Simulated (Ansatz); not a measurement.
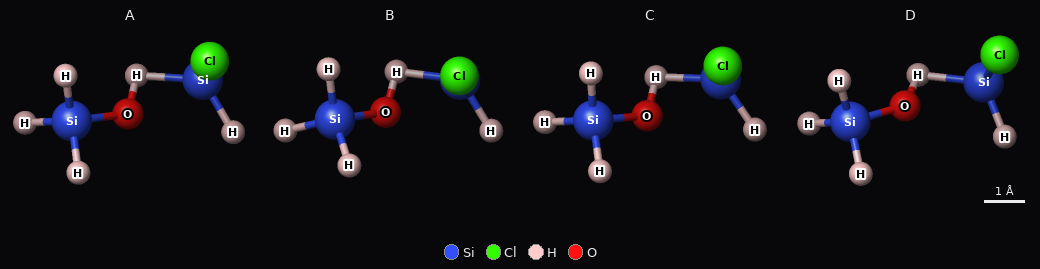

4 geometries from one constrained relaxation of Si2H5OCl, in shuffled order. A ball-and-stick model, seen from a free direction.

The reaction that was planned forms Si1–H3, Si1–O4 and breaks H3–O4 (atoms numbered from 1 in input order).

Level of theory: Ansatz 0.2.0, RKS PBE0-D4/def2-SVP. Set-up: held fixed: the distance between atoms 1 (Si) and 3 (H), the distance between atoms 1 (Si) and 4 (O), the distance between atoms 3 (H) and 4 (O), counting from 1; force threshold 0.04 eV/Å; at most 150 steps.

Q: Order the frames from highest to lowest energy.

A: D, A, C, B. They are steps 0, 4, 6, 11, at +25.6 kJ/mol, +4.07 kJ/mol, +1.93 kJ/mol relative to the last. The energy falls by 25.6 kJ/mol in 11 geometry steps. The largest force component goes from 1.2 to 0.03 eV/Å. The forces were under the threshold at step 9, but the run went on from there. The atom that moves furthest after the best rigid fit is the Cl atom (0.79 Å). By element the largest moves are Cl 0.79 Å, H 0.44 Å, O 0.41 Å, Si 0.14 Å. Some distances before and after: Si–Si 3.608 → 3.396 Å, O–Si 1.629 → 1.715 Å, Cl–Si 2.044 → 2.116 Å, H–Si 1.464 → 1.514 Å. Bond angles that change, for instance: H–O–Si 137.3° → 120.5°, Cl–Si–H 117.2° → 112.6°, H–Si–H 117.0° → 121.2°. Groups turn about O–Si by about 45°.
